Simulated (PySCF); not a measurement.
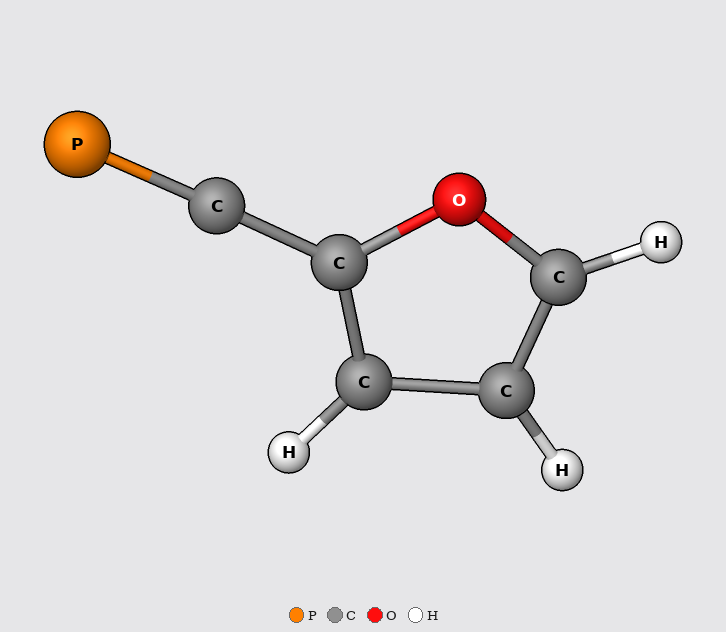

Ball-and-stick drawing of a structure.

The computed structure is the end point of a GFN2-xTB optimisation. No frequency run is at hand to confirm it as a minimum.

> What is the molecular formula?

C₅H₃OP, 10 atoms: 5 carbon, 3 hydrogen, 1 oxygen and 1 phosphorus.

> Give a SMILES string for it.

P#Cc1ccco1

> How many atoms are distinct by symmetry?

10: 1 P, 1 C, 1 C, 1 C, 1 C, 1 C, 1 O, 1 H, 1 H, 1 H.

More results for the same structure follow; atom numbers are the same in all pictures, views and colours differ.

Geometry

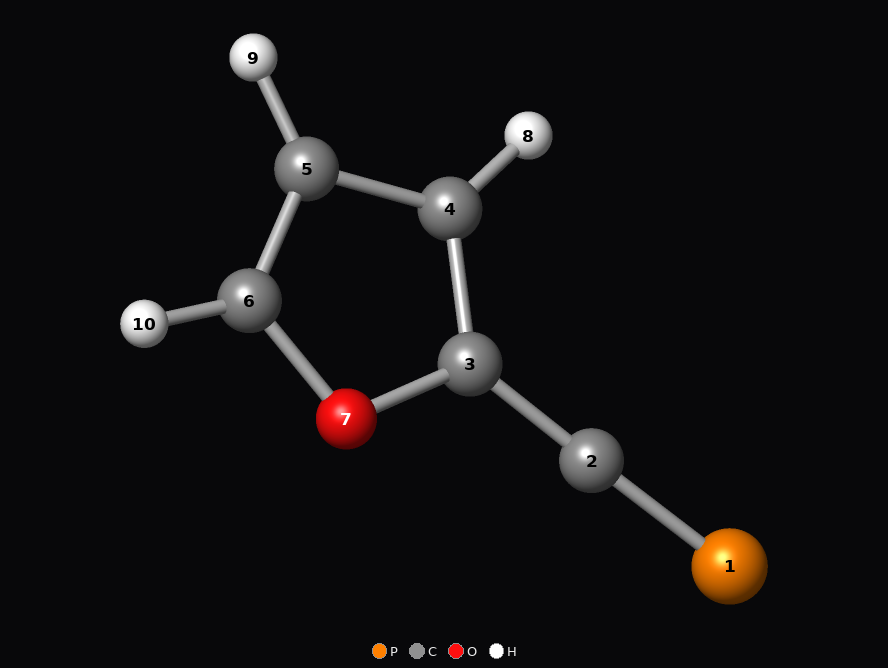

The atoms are numbered. No frequency run is at hand to confirm it as a minimum.

> How are the neighbours of atom 7 arranged?

O7 has 2 neighbours (C3 at 1.36, C6 at 1.34 Å); the arrangement is bent.

> Describe the coordination of atom 6.

C6 has 3 neighbours (C5 at 1.36, O7 at 1.34, H10 at 1.07 Å); the arrangement is trigonal planar.

> How are the neighbours of atom 4 arranged?

C4 has 3 neighbours (C3 at 1.38, C5 at 1.41, H8 at 1.07 Å); the arrangement is trigonal planar.

> What is the geometry at C3?

C3 has 3 neighbours (C2 at 1.39, C4 at 1.38, O7 at 1.36 Å); the arrangement is trigonal planar.

> Which bond is the longest?

P1–C2, 1.559 Å.

> What is the dihedral angle C3–C4–C5–C6?

0° in size, that is syn (eclipsed).

Excitation

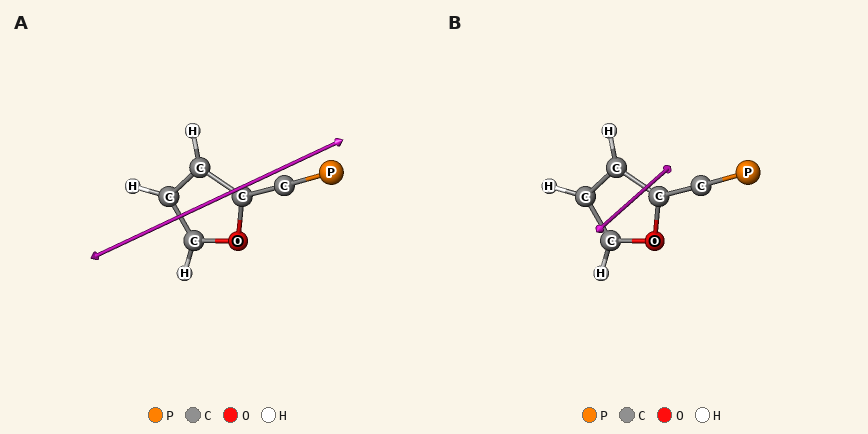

The double arrows show the directions of two transition dipoles from the ground state (lengths mean nothing). No frequency run is at hand to confirm it as a minimum. Level of theory: TDDFT B3LYP/def2-SVPD, vertical, gas phase, core orbitals frozen in the response (PySCF 2.14.0).

> One belongs to singlet state 4 and one to singlet state 7. Which is which?

A: state 4, 5.41 eV (229 nm), oscillator strength 0.24, mainly HOMO−2 → LUMO (weight 0.58).
B: state 7, 5.90 eV (210 nm), oscillator strength 0.015, mainly HOMO → LUMO+3 (weight 0.97); polarised normal to the molecular plane.

Polarisability

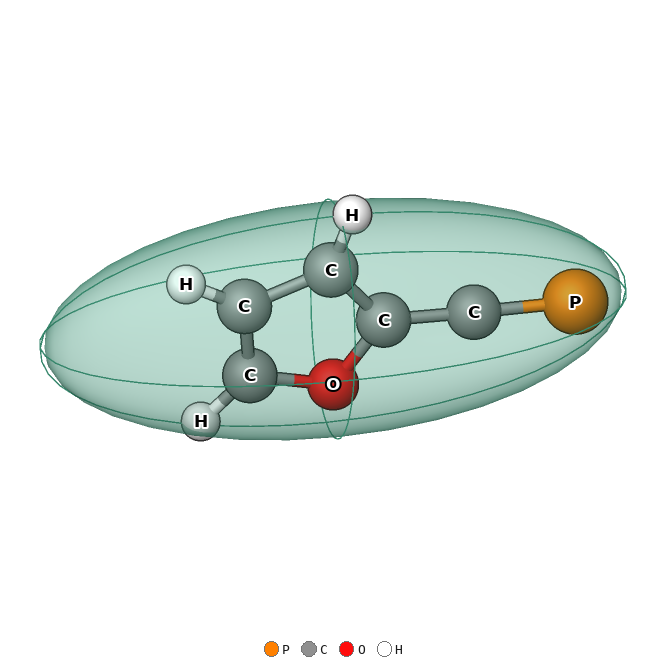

The ellipsoid shows the static dipole polarisability: its half-axes are proportional to the principal values. No frequency run is at hand to confirm it as a minimum. Computed with B3LYP/def2-SVPD (PySCF 2.14.0).

> How large and how anisotropic is the polarisability?

Principal values 52.9, 72.4, 162.8 bohr³; mean 96.0 bohr³ (14.23 Å³); anisotropy 101.6 bohr³, so the longest axis is 3.08 times the shortest.

Core levels

No frequency run is at hand to confirm it as a minimum. Level of theory: delta-SCF UKS SCAN, pcX-2 on the ionised atom, pcseg-1 elsewhere, spin-free X2C (PySCF 2.14.0).

Give the core-electron binding energies (to vacuum; p and d levels without spin–orbit splitting) of P1 1s, P1 2p, C2 1s, C3 1s, C4 1s, C5 1s, C6 1s, O7 1s.

```tsv
atom	level	binding energy (eV)
P1	1s	2149.4
P1	2p	136.2
C2	1s	290.5
C3	1s	292.3
C4	1s	290.5
C5	1s	290.6
C6	1s	291.7
O7	1s	540.1
```

The geometry is semi-empirical. Around P such bond lengths and angles can be off by a tenth of an ångström or more and by several degrees, and values that hang on the shape move with them.
